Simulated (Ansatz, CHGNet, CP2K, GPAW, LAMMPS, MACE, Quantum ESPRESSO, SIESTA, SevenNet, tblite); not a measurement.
# Glassy 55SiO2-25B2O3-10CaO-10K2O (mol %) (68 atoms), the geometry as built

Geometry: the geometry as built. Computed with Quantum ESPRESSO 7.5: Kohn-Sham DFT, PBE, SSSP efficiency 1.3.0 pseudopotentials, plane waves; sssp-1.3.0-efficiency; 60/480 Ry; levels smeared at 580 K; Γ point; density 2.43 g/cm³.

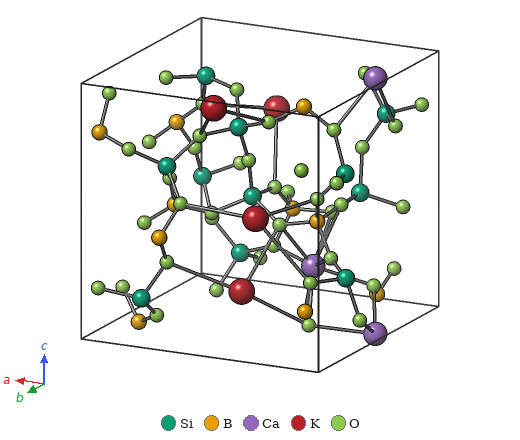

The structure (silicon teal, boron orange, calcium purple, potassium red, oxygen green). Bonds to atoms that aren't drawn are left out. Some periodic images of atoms are drawn too.

Cell vectors (Å):

```
9.642 0.000 0.000
0.000 9.642 0.000
0.000 0.000 9.642
```

Positions in Å, forces in eV/Å:

```csv
atom,x,y,z,fx,fy,fz
Si1,5.224,4.626,4.673,0.161,-0.737,0.696
Si2,7.032,7.914,6.410,1.599,-0.360,-1.353
Si3,1.404,1.451,7.467,-2.976,-1.066,-0.250
Si4,0.803,5.908,6.431,-0.749,0.131,-0.409
Si5,7.255,4.352,8.878,0.795,1.025,-1.220
Si6,2.187,1.985,4.519,-0.608,2.255,0.088
Si7,6.912,2.279,1.709,0.519,-0.943,1.675
Si8,8.779,1.623,4.188,-1.472,-0.347,1.569
Si9,7.558,8.932,1.624,1.438,-0.987,0.847
Si10,5.113,5.951,7.635,0.485,-0.620,-1.156
Si11,0.504,6.447,2.667,-1.773,0.160,-0.516
B12,1.800,1.392,0.594,-2.325,1.445,1.482
B13,2.404,5.002,4.189,-1.368,-0.320,2.457
B14,6.611,9.363,4.145,0.623,2.120,-0.589
B15,9.499,8.453,7.510,-0.441,-1.630,1.480
B16,0.838,9.064,2.031,-2.206,0.267,-1.083
B17,8.709,6.870,0.058,0.715,2.606,-1.338
B18,4.923,1.998,3.570,2.111,-1.845,1.377
B19,8.934,3.383,6.663,1.082,0.167,-1.289
B20,7.717,5.934,4.376,0.143,1.526,0.949
B21,2.584,5.714,8.678,-0.360,-1.684,0.704
Ca22,0.431,4.232,0.003,0.800,-0.057,-0.122
Ca23,3.221,3.706,2.059,-0.691,-0.270,-0.726
K24,4.470,9.223,9.273,-0.176,0.039,-0.100
K25,4.403,7.110,1.825,0.214,-0.546,0.510
K26,3.171,8.435,5.071,-0.325,-0.220,0.146
K27,5.827,1.495,7.091,0.842,0.511,-1.030
O28,0.361,7.467,6.533,0.948,-0.522,-1.065
O29,5.722,0.821,3.788,-1.408,0.229,0.060
O30,7.336,3.345,0.528,-0.154,-0.200,0.263
O31,7.780,3.564,7.558,-1.172,-0.547,0.799
O32,8.627,2.541,5.522,-0.604,0.084,-0.088
O33,1.986,5.834,5.298,0.684,0.781,-0.292
O34,0.758,1.367,4.011,0.798,-0.543,-0.528
O35,1.663,5.365,2.981,0.613,-0.192,-1.029
O36,2.224,1.518,8.909,1.663,-0.376,-0.217
O37,6.021,7.287,7.536,-1.191,0.481,0.999
O38,2.327,1.538,6.104,1.473,-0.662,0.191
O39,9.391,4.693,6.195,0.009,0.442,0.022
O40,5.144,3.005,4.609,0.289,0.656,1.108
O41,5.730,4.876,8.688,-0.777,-0.355,0.589
O42,3.482,1.679,3.545,-1.097,-0.880,-0.429
O43,1.469,5.504,7.885,1.083,-0.351,1.825
O44,2.138,3.604,4.494,-0.095,-0.213,-0.513
O45,3.862,5.139,3.906,0.495,1.216,-1.551
O46,7.590,7.632,0.648,-1.934,0.569,0.463
O47,3.647,6.431,8.143,0.496,1.146,-0.016
O48,9.611,6.384,1.128,0.974,-1.417,0.523
O49,5.084,5.203,6.193,-0.292,-0.141,0.282
O50,9.453,7.763,8.817,0.433,-0.318,0.834
O51,2.717,5.068,0.245,-0.198,0.689,-0.787
O52,1.195,7.943,2.777,1.408,0.927,0.241
O53,1.366,2.522,1.258,1.175,-0.688,-0.912
O54,8.124,8.824,7.149,-1.267,0.480,-0.374
O55,8.209,5.664,9.024,-0.153,-1.412,0.168
O56,7.952,0.242,4.435,0.910,0.179,0.269
O57,0.694,0.000,7.525,0.833,0.689,-0.203
O58,0.377,2.726,7.466,0.719,-0.045,1.323
O59,6.093,8.686,5.324,-1.277,0.203,0.784
O60,7.568,6.639,5.568,0.345,-0.888,-0.938
O61,6.894,0.723,1.119,-0.724,0.217,-1.372
O62,1.737,0.154,1.246,0.945,-0.901,0.079
O63,8.041,2.314,2.890,0.102,0.990,-0.995
O64,6.618,5.155,3.995,0.236,0.075,-0.682
O65,6.751,8.477,2.976,-0.777,-0.869,-0.733
O66,8.845,6.154,3.598,-0.698,-0.429,0.520
O67,9.117,9.318,1.908,1.705,0.387,0.077
O68,5.384,2.600,2.270,-0.576,0.889,-1.493
```

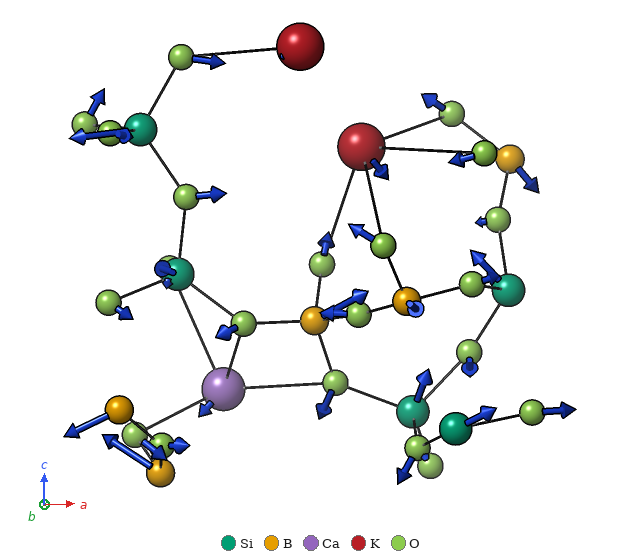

The forces as arrows, the longest 3.17 eV/Å. Drawn is a slice 5 Å thick, seen along the normal of the ac plane.

The quench rate of 20 K/ps is many orders above laboratory rates, so the cell is likely richer in defects and strain than a real sample. The network of bonds at the start is that of the classical potential that made the cell, and needn't be the one that DFT or experiment would give. Only the Γ point is sampled, in a cell whose shortest periodic width is 10 Å.

The r.m.s. force component is 0.962 eV/Å; the longest force, 3.17 eV/Å, acts on Si3.

[Logs are printed without paths, hosts, clocks, repeated set-up lines and the standing remarks that a program may print on its own settings, such as how far it seeks lower states.]

[Hosts, paths, dates, database ids (printed as entryN), source tags and the programs' standing remarks are cut or masked in the printed files.]
